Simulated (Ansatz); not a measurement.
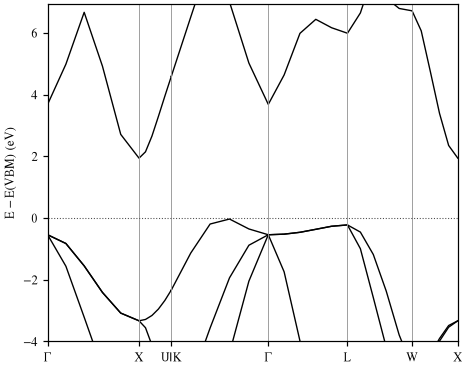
Fig. 1. Band structure from the program Ansatz at the HSE06 level (PAW)

Read off the gap and where the band edges lie.

About 1.9 eV (1.94 eV among the points solved); maximum on the K–Γ line, 53 % of the way from K, minimum at X.

Which of these materials gives this?
A) YN, zinc blende
B) GaN, rock salt
C) PbSe, rock salt
D) CuI, zinc blende

B, GaN, rock salt

Space group Fm-3m (rock salt). This is a known high-pressure phase of the composition, computed here at zero pressure and temperature. The cell was relaxed with HSE06 under the symmetry of its start; its stability against distortions is not shown here. The hybrid was solved on a coarse mesh, the path and, where they were found, the r²SCAN edge points; its band edges are the extreme levels among these. Spin–orbit coupling is left out wherever it is not named.

Potentials: the later of the program's two PAW sets.
